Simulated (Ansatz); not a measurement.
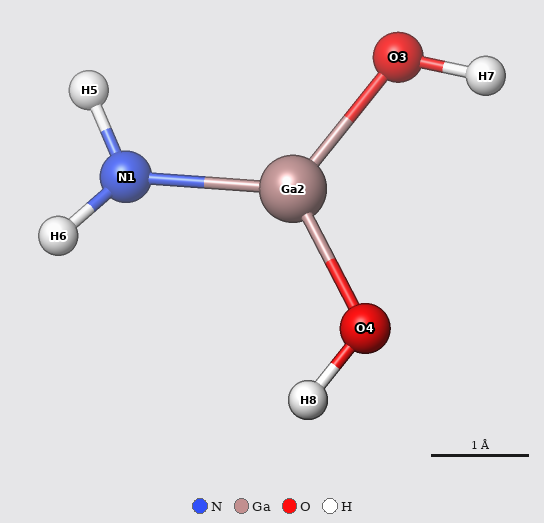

Figure 1. The input geometry of run A (ball-and-stick view, seen at an oblique angle; atoms are numbered from 1 in the order of the input). Sticks mark near contacts.

## What a change does: single-point calculation on GaNH$_{4}$O$_{2}$

System: GaNH$_{4}$O$_{2}$.
Method of run A: RKS SPW92 (LDA)/def2-TZVPP (Ansatz 0.2.0).

The geometry comes from this level: PBE0-D4/def2-TZVP. Text and figures count atoms from 1; the logs count them from 0 in places.

**Input file, run A**
```yaml
crystal:
  periodic: [false, false, false]
  atoms:
    - {symbol: N, position_ang: [-1.492066, 0.219922, 0.286236]}
    - {symbol: Ga, position_ang: [0.280486, 0.070762, -0.042347]}
    - {symbol: O, position_ang: [1.348157, 1.445865, 0.316194]}
    - {symbol: O, position_ang: [1.059791, -1.345644, -0.798250]}
    - {symbol: H, position_ang: [-1.827229, 0.968904, 0.869447]}
    - {symbol: H, position_ang: [-2.086122, -0.589037, 0.350796]}
    - {symbol: H, position_ang: [2.255159, 1.288083, 0.045752]}
    - {symbol: H, position_ang: [0.461824, -2.058854, -1.027828]}
basis:
  gaussian: {orbitals: def2-TZVPP}
hamiltonian: {xc: lda}
output: {orbitals: {seedname: orbitals}}
```

Hardware: 4 CPU threads, shared host.

**Output (run A)**
```
Functional definition: SPW92
  exchange = slater_x
  correlation = pw_c
1061 factors; their error is unknown
mean field evaluation 1: about -57884.0676 eV, gradient 1.2e2 eV
mean field evaluation 2: about -57787.4917 eV, gradient 2.4e2 eV
mean field evaluation 4: about -57906.2049 eV, gradient 3.2e1 eV
mean field evaluation 8: about -57908.0372 eV, gradient 3.3e-1 eV
mean field evaluation 16: about -57908.0268 eV, gradient 7.7e-5 eV
mean field -57908.02684184 eV, -2128.0807349673 hartree, gradient 7.7e-5 eV, S^2 0.000000; 0 other end points of the search recorded, 0 dependent functions left out
reference -57908.02687790 eV, -2128.0807362923 hartree; 29, 29 occupied and 168, 168 virtual orbitals, 1061 factors
Total energy: -57908.02687790 eV, -2128.0807362923 hartree
```

For run B the input was changed thus:
```diff
-hamiltonian: {xc: lda}
+correlation: {method: ccsd_t}
```

What does this change do to the results?

The total energies belong to different methods, so their difference says nothing on which is more stable or more accurate. The HOMO goes from −6.30 to −11.17 eV. The LUMO goes from −1.61 to 2.44 eV.

**Output (run B)**
```
Functional definition: HF
  exchange = exact_x
  correlation = 0
1228 factors; integrals over basis functions are off by at most 1.1e-3 eV
mean field evaluation 1: about -57952.4184 eV, gradient 5.9e1 eV
mean field evaluation 2: about -57952.5306 eV, gradient 5.9e1 eV
mean field evaluation 4: about -57958.4844 eV, gradient 3.8e0 eV
mean field evaluation 8: about -57958.5377 eV, gradient 3.3e-1 eV
mean field evaluation 16: about -57958.5392 eV, gradient 1.5e-6 eV
mean field -57958.53922221 eV, -2129.9370307073 hartree, gradient 1.5e-6 eV, S^2 0.000000; 0 other end points of the search recorded, 0 dependent functions left out
12 core orbitals not correlated: weight in the atoms' cores, before any rotation towards them, 1.000 or more for the frozen orbitals, at most 0.000 for the correlated occupied ones
reference -57958.53922221 eV, -2129.9370307073 hartree; 17, 17 occupied and 168, 168 virtual orbitals, 1228 factors
second order -25.30982418 eV of doubles, -0.00000000 eV of singles
cycle   1  -24.58629619 eV  change    7.2e-1 eV  update   1.2e-1
cycle   2  -25.23410615 eV  change   -6.5e-1 eV  update   3.4e-2
cycle   3  -25.37043784 eV  change   -1.4e-1 eV  update   1.7e-2
cycle   4  -25.35346830 eV  change    1.7e-2 eV  update   4.2e-3
cycle   5  -25.35061389 eV  change    2.9e-3 eV  update   1.9e-3
cycle   6  -25.35170976 eV  change   -1.1e-3 eV  update   6.0e-4
cycle   7  -25.35139285 eV  change    3.2e-4 eV  update   2.1e-4
cycle   8  -25.35130813 eV  change    8.5e-5 eV  update   7.3e-5
cycle   9  -25.35132339 eV  change   -1.5e-5 eV  update   3.0e-5
perturbative correction -0.96100144 eV, -0.0353161514 hartree
Total energy: -57984.85154703 eV, -2130.9039908095 hartree
```

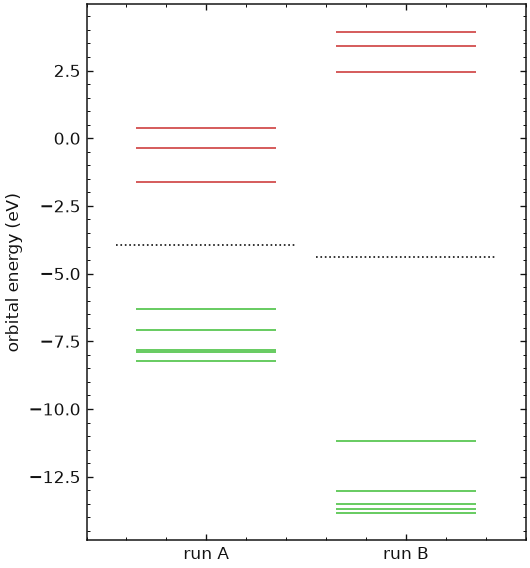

Figure 2. The five highest filled and three lowest empty orbital energies of the two runs; the dotted lines part filled from empty levels. The HOMO–LUMO gap is 4.69 eV in run A and 13.61 eV in run B.

**The two runs side by side**

```tsv
quantity	run A	run B
outcome	converged	converged
total energy (hartree)	−2128.080736	−2130.903991
HOMO (eV)	−6.30	−11.17
LUMO (eV)	−1.61	2.44
basis functions	197	197
wall time (shared host)	0.8 s	43 s
```
